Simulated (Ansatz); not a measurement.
# Ga$_{7}$H$_{20}$P$_{6}$ (Ga7P6 zinc blende off sphere) (doublet): what the fields show

Input file:

```
crystal:
  periodic: [false, false, false]
  atoms:
    - {symbol: Ga, position_ang: [0.544057, -3.430497, 0.884975]}
    - {symbol: Ga, position_ang: [-2.972032, 3.018767, -1.323666]}
    - {symbol: Ga, position_ang: [0.830389, -0.881129, -2.383608]}
    - {symbol: Ga, position_ang: [-2.144836, -0.777488, 0.326167]}
    - {symbol: Ga, position_ang: [0.329886, -0.658612, 3.268055]}
    - {symbol: Ga, position_ang: [0.825313, 2.031057, 0.351243]}
    - {symbol: Ga, position_ang: [3.708688, -0.627967, 0.608561]}
    - {symbol: P, position_ang: [-3.115152, 0.598221, -1.406321]}
    - {symbol: P, position_ang: [-0.511199, -2.103965, -0.769874]}
    - {symbol: P, position_ang: [2.068211, -1.817656, 1.949539]}
    - {symbol: P, position_ang: [-0.548735, 3.096576, -1.340176]}
    - {symbol: P, position_ang: [2.116874, 0.449690, -0.837147]}
    - {symbol: P, position_ang: [-0.709527, 0.661719, 1.570122]}
    - {symbol: H, position_ang: [1.949535, -4.046946, 0.373197]}
    - {symbol: H, position_ang: [-0.411965, -4.219985, 1.849089]}
    - {symbol: H, position_ang: [-3.415270, 3.424668, 0.135458]}
    - {symbol: H, position_ang: [-3.531664, 3.628276, -2.664115]}
    - {symbol: H, position_ang: [1.766752, -1.893469, -3.147912]}
    - {symbol: H, position_ang: [-0.180816, 0.086606, -3.139794]}
    - {symbol: H, position_ang: [-3.260144, -1.490385, 1.177402]}
    - {symbol: H, position_ang: [-0.669685, -1.640683, 3.981284]}
    - {symbol: H, position_ang: [1.489948, 0.145143, 4.026951]}
    - {symbol: H, position_ang: [1.539001, 3.116957, 1.239406]}
    - {symbol: H, position_ang: [4.531268, -1.734603, -0.159792]}
    - {symbol: H, position_ang: [4.354377, 0.426745, 1.594108]}
    - {symbol: H, position_ang: [-2.636128, 0.135289, -2.669264]}
    - {symbol: H, position_ang: [-4.489026, 0.224541, -1.534126]}
    - {symbol: H, position_ang: [-1.303318, -3.063777, -1.480988]}
    - {symbol: H, position_ang: [2.736684, -2.624327, 2.927125]}
    - {symbol: H, position_ang: [-0.081665, 2.667168, -2.620304]}
    - {symbol: H, position_ang: [-0.157735, 4.470490, -1.415118]}
    - {symbol: H, position_ang: [2.922477, 1.291644, -1.672022]}
    - {symbol: H, position_ang: [-1.574571, 1.537958, 2.301562]}
basis:
  gaussian: {orbitals: def2-TZVP, fitting: {mean_field: def2-universal-jkfit}, initial_orbitals: start.molden}
magnetization: {spin_polarized: true, initial_magnetization: 1}
hamiltonian: {xc: pbe0, dispersion: d4}
scf: {omitted_lower_state_checks: [starts]}
output: {orbitals: {seedname: orbitals}}
```

Command:

```sh
ansatz run in.yaml --threads 2 --pin off --events-out ev --progress --plain --max-ram 32768MiB --backend cuda --devices 0, --max-vram 18GiB
```

Geometry: PBE-D4/def2-SVP.

The calculation used Ansatz, UKS PBE0-D4/def2-TZVP.

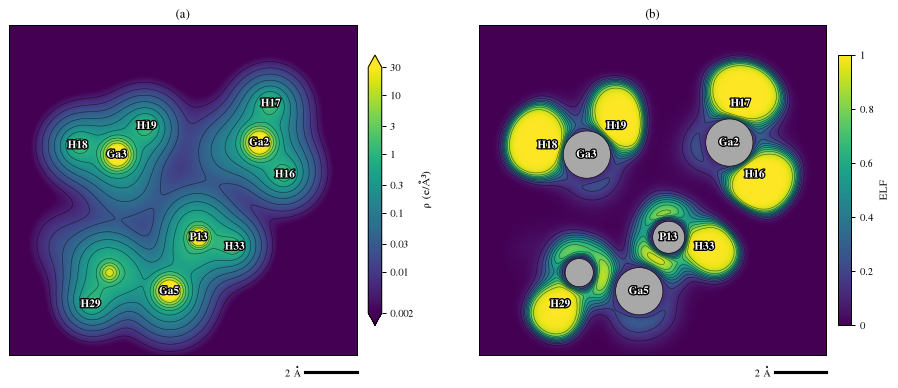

Figure 1. (a) electron density; (b) ELF on the plane of atoms H16, Ga2 and H17. Grey discs cover the atomic cores in the ELF map.

What do the fields say about this system?

The plane passes through Ga, P and H nuclei. Ga–P (2.39 Å): ρ is about 0.54 e/Å³ halfway; the ELF peaks at about 0.95 between the atoms; a covalent bond. P–H (1.43 Å): ρ at the midpoint is about 1.1 e/Å³; the ELF climbs to about 1 towards the hydrogen, as it does in any bond to H. Ga–H (1.58 Å): ρ is about 0.96 e/Å³ halfway; the ELF climbs to about 1 towards the hydrogen.

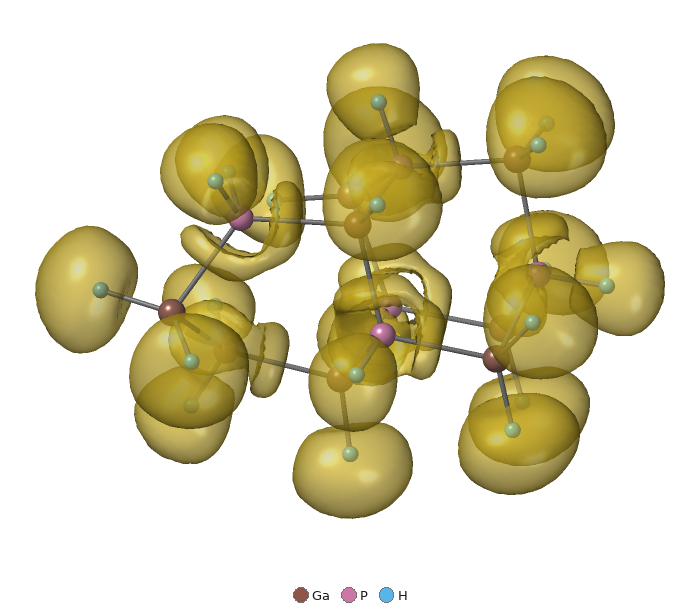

Figure 2. Isosurface of the ELF at 0.75 (yellow), seen at a tilt. Only the valence region is drawn (cores and ρ < 0.01 e/Å³ removed).

Identify the bonds, lone pairs and shells in this picture.

The surface consists of 20 regions around hydrogen nuclei, five regions on P in which the atom's valence shell and bonds are merged and one region wrapped around P (its valence shell). Along the contacts the grid gives the following. Ga–P (2.36 Å): the ELF peaks at about 0.95 between the atoms, as expected for localised, covalent bonding.

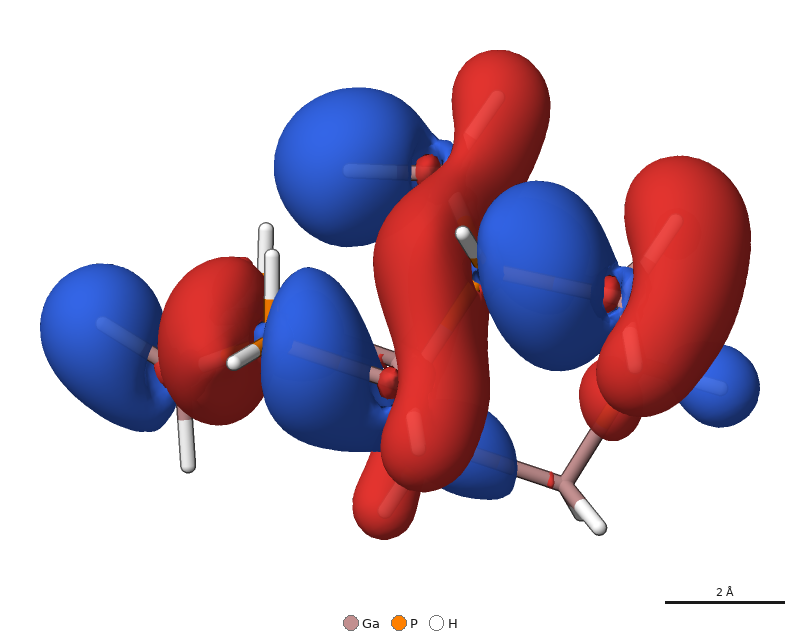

Figure 3. The HOMO−1 (α) at ±0.04 Å⁻³ᐟ² (red and blue are the two phases), seen from one side.

Describe this orbital and give its energy.

It lies mainly on P12 (about 25 %), Ga7 (about 10 %), P11 (about 10 %), H19 (about 5 %), Ga3 (about 5 %) and Ga6 (about 5 %). Its energy is −7.42 eV.
